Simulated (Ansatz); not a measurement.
**C₂H₃F₃O: how energies converge with the basis set**

How large a basis does C₂H₃F₃O need? Two functionals are run in growing sets.

Method: one geometry, several basis sets; program: Ansatz 0.2.0, Gaussian basis.

Plan: PBE0-D4/def2-SVP; ωB97M-V/def2-SVP; PBE0-D4/def2-QZVPP; ωB97M-V/def2-QZVPP; the functionals' def2-TZVPP values are taken from earlier runs.

## Step 1: The geometry

An earlier PBE0-D4 in a triple-zeta def2 set relaxation fixed the geometry.

SMILES `FCOC(F)F`, 9 atoms, charge 0, spin multiplicity 1.

Atoms are counted from 1 here; the program's logs count them from 0.

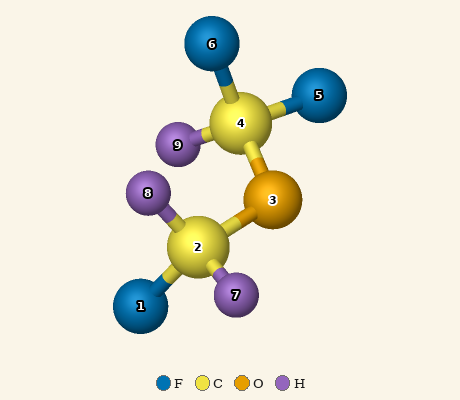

The structure; fluorine blue, carbon yellow, oxygen amber, hydrogen purple; atoms are numbered from 1 in the order of the file.

## Step 2: PBE0-D4 in def2-SVP

Contents of in.yaml:

```yaml
crystal:
  periodic: [false, false, false]
  atoms:
    - {symbol: F, position_ang: [-0.182871, -1.919336, -0.054184]}
    - {symbol: C, position_ang: [0.727245, -0.928087, 0.211328]}
    - {symbol: O, position_ang: [0.492921, 0.169984, -0.599264]}
    - {symbol: C, position_ang: [-0.612869, 0.908196, -0.275928]}
    - {symbol: F, position_ang: [-0.768998, 1.809662, -1.243573]}
    - {symbol: F, position_ang: [-0.409146, 1.573749, 0.885500]}
    - {symbol: H, position_ang: [1.722162, -1.292061, -0.041710]}
    - {symbol: H, position_ang: [0.641771, -0.676199, 1.272217]}
    - {symbol: H, position_ang: [-1.521514, 0.307789, -0.171585]}
basis:
  gaussian: {orbitals: def2-SVP}
hamiltonian: {xc: pbe0, dispersion: d4}
output: {orbitals: {seedname: orbitals}}
```

The run is started by

```sh
$ ansatz run in.yaml --threads 4 --pin off --events-out ev --progress --plain --max-ram 10444MiB
```

The program printed:

```text
Functional definition: PBE0
  name "PBE0"
  cite "Adamo & Barone, J. Chem. Phys. 110, 6158 (1999) doi:10.1063/1.478522"
  cite "Perdew, Burke & Ernzerhof, Phys. Rev. Lett. 77, 3865 (1996) doi:10.1103/PhysRevLett.77.3865"
  parent pbe
  parameter a = 0.25
  parameter kappa = 0.804
  parameter beta = 0.06672455060314922
  exchange = (1 - a)*pbe_x(kappa = kappa, mu = beta*pi^2/3) + a*exact_x
  correlation = pbe_c(beta = beta)
1077 factors; their error is unknown
mean field evaluation 1: about -12296.2588 eV, gradient 4.0e1 eV
mean field evaluation 2: about -12295.2486 eV, gradient 4.7e1 eV
mean field evaluation 4: about -12298.6471 eV, gradient 1.4e0 eV
mean field evaluation 8: about -12298.6450 eV, gradient 1.7e-2 eV
mean field evaluation 16: about -12298.6572 eV, gradient 4.4e-5 eV
mean field -12298.65716151 eV, -451.9673143561 hartree, gradient 4.4e-5 eV, S^2 0.000000; 0 other end points of the search recorded, 0 dependent functions left out
reference -12298.65717850 eV, -451.9673149808 hartree; 25, 25 occupied and 74, 74 virtual orbitals, 1077 factors
Total energy: -12298.76778014 eV, -451.9713795160 hartree
```

It took 0.75 s on 4 threads of Arm Neoverse V2, shared host.

## Step 3: ωB97M-V in def2-SVP

Edit in.yaml of step 2 so:

```diff
@@ -14,3 +14,3 @@
   gaussian: {orbitals: def2-SVP}
-hamiltonian: {xc: pbe0, dispersion: d4}
+hamiltonian: {xc: {name: wB97M-V}}
 output: {orbitals: {seedname: orbitals}}
```

Same command.

The program printed, shortened:

```text
Functional definition: wB97M-V
  name "wB97M-V"
  cite "Mardirossian & Head-Gordon, J. Chem. Phys. 144, 214110 (2016) doi:10.1063/1.4952647"
  cite "Becke, J. Chem. Phys. 107, 8554 (1997) doi:10.1063/1.475007"
  cite "Vydrov & Van Voorhis, J. Chem. Phys. 133, 244103 (2010) doi:10.1063/1.3521275"
  # Of w^i u^j: cxij and so on, Table III.
[...]
  gx(w, u) = 1 - cx + cx01*u + cx10*w
  gss(w, u) = css00 + css04*u^4 + css10*w + css20*w^2 + css43*w^4*u^3
  gos(w, u) = cos00 + cos10*w + (cos20 + cos21*u)*w^2 + (cos60 + cos61*u)*w^6
[...]
      + integral(e_c_pw_mod_opposite_spin*gos(b97_w_opposite, b97_u_opposite)) + vv10(b, c)
1077 factors; their error is unknown
208 factors; integrals over basis functions are off by at most 6.2e-6 eV
[...]
mean field -12307.32979916 eV, -452.2860279114 hartree, gradient 3.8e-5 eV, S^2 0.000000; 0 other end points of the search recorded, 0 dependent functions left out
reference -12307.32982632 eV, -452.2860289096 hartree; 25, 25 occupied and 74, 74 virtual orbitals, 1077 factors
Total energy: -12307.32982632 eV, -452.2860289096 hartree
```

It took 2.6 s on 4 threads of Arm Neoverse V2, shared host; peak memory 0.28 GiB.

## Step 4: PBE0-D4 in def2-QZVPP

Edit in.yaml of step 3 so:

```diff
@@ -13,4 +13,4 @@
 basis:
-  gaussian: {orbitals: def2-SVP}
-hamiltonian: {xc: {name: wB97M-V}}
+  gaussian: {orbitals: "def2-QZVPP.json"}
+hamiltonian: {xc: pbe0, dispersion: d4}
 output: {orbitals: {seedname: orbitals}}
```

Same command.

The program printed:

```text
Functional definition: PBE0
  name "PBE0"
  cite "Adamo & Barone, J. Chem. Phys. 110, 6158 (1999) doi:10.1063/1.478522"
  cite "Perdew, Burke & Ernzerhof, Phys. Rev. Lett. 77, 3865 (1996) doi:10.1103/PhysRevLett.77.3865"
  parent pbe
  parameter a = 0.25
  parameter kappa = 0.804
  parameter beta = 0.06672455060314922
  exchange = (1 - a)*pbe_x(kappa = kappa, mu = beta*pi^2/3) + a*exact_x
  correlation = pbe_c(beta = beta)
1271 factors; their error is unknown
mean field evaluation 1: about -12310.9714 eV, gradient 4.7e1 eV
mean field evaluation 2: about -12309.4432 eV, gradient 5.7e1 eV
mean field evaluation 4: about -12314.1097 eV, gradient 2.4e0 eV
mean field evaluation 8: about -12314.1131 eV, gradient 3.0e-2 eV
mean field evaluation 16: about -12314.1141 eV, gradient 5.4e-5 eV
mean field -12314.11405820 eV, -452.5353448324 hartree, gradient 5.4e-5 eV, S^2 0.000000; 0 other end points of the search recorded, 0 dependent functions left out
reference -12314.11408632 eV, -452.5353458658 hartree; 25, 25 occupied and 407, 407 virtual orbitals, 1271 factors
Total energy: -12314.22468795 eV, -452.5394104011 hartree
```

Run time: 4.6 s. Hardware: 4 threads of Arm Neoverse V2, shared host; peak memory 1.3 GiB.

## Step 5: ωB97M-V in def2-QZVPP

Edit in.yaml of step 4 so:

```diff
@@ -14,3 +14,3 @@
   gaussian: {orbitals: "def2-QZVPP.json"}
-hamiltonian: {xc: pbe0, dispersion: d4}
+hamiltonian: {xc: {name: wB97M-V}}
 output: {orbitals: {seedname: orbitals}}
```

Same command.

The program printed, shortened:

```text
Functional definition: wB97M-V
  name "wB97M-V"
  cite "Mardirossian & Head-Gordon, J. Chem. Phys. 144, 214110 (2016) doi:10.1063/1.4952647"
  cite "Becke, J. Chem. Phys. 107, 8554 (1997) doi:10.1063/1.475007"
  cite "Vydrov & Van Voorhis, J. Chem. Phys. 133, 244103 (2010) doi:10.1063/1.3521275"
  # Of w^i u^j: cxij and so on, Table III.
[...]
  gx(w, u) = 1 - cx + cx01*u + cx10*w
  gss(w, u) = css00 + css04*u^4 + css10*w + css20*w^2 + css43*w^4*u^3
  gos(w, u) = cos00 + cos10*w + (cos20 + cos21*u)*w^2 + (cos60 + cos61*u)*w^6
[...]
      + integral(e_c_pw_mod_opposite_spin*gos(b97_w_opposite, b97_u_opposite)) + vv10(b, c)
1271 factors; their error is unknown
276 factors; integrals over basis functions are off by at most 6.1e-6 eV
[...]
mean field -12323.10881922 eV, -452.8658962033 hartree, gradient 4.7e-5 eV, S^2 0.000000; 0 other end points of the search recorded, 0 dependent functions left out
reference -12323.10886459 eV, -452.8658978703 hartree; 25, 25 occupied and 407, 407 virtual orbitals, 1271 factors
Total energy: -12323.10886459 eV, -452.8658978703 hartree
```

Run time: 11 s. Hardware: 4 threads of Arm Neoverse V2, shared host; peak memory 1.6 GiB.

## Step 6: Density functionals: the series

The def2-TZVPP values come from earlier runs at the same geometry.

| functional | basis | functions | energy (eV) | from the largest (eV) | HOMO (eV) | LUMO (eV) |
| --- | --- | --- | --- | --- | --- | --- |
| PBE0-D4 | def2-SVP | 99 | -12298.7678 | 15.457 | -9.75 | 2.05 |
| PBE0-D4 | def2-TZVPP | 228 | -12313.5874 | 0.637 | -9.90 | 1.47 |
| PBE0-D4 | def2-QZVPP | 432 | -12314.2247 | 0.000 | -9.94 | 0.88 |
| ωB97M-V | def2-SVP | 99 | -12307.3298 | 15.779 | -12.19 | 3.80 |
| ωB97M-V | def2-TZVPP | 228 | -12322.4993 | 0.610 | -12.35 | 3.04 |
| ωB97M-V | def2-QZVPP | 432 | -12323.1089 | 0.000 | -12.40 | 2.04 |

## Step 7: Results

| quantity | value |
| --- | --- |
| PBE0-D4: double and triple zeta above quadruple | 15.46, 0.64 eV |
| ωB97M-V: double and triple zeta above quadruple | 15.78, 0.61 eV |

For PBE0-D4 the step from double to triple zeta gains 14.82 eV and the next only 0.64 eV. These are total energies; as a rule much of such shifts cancels in differences, which this series doesn't test. The LUMO of ωB97M-V is positive and keeps falling with the basis (3.80 to 2.04 eV): an unbound level that the basis holds in place.

For PBE0-D4 the largest set took about 6 times as long as the smallest (4.6 s against 0.75 s).
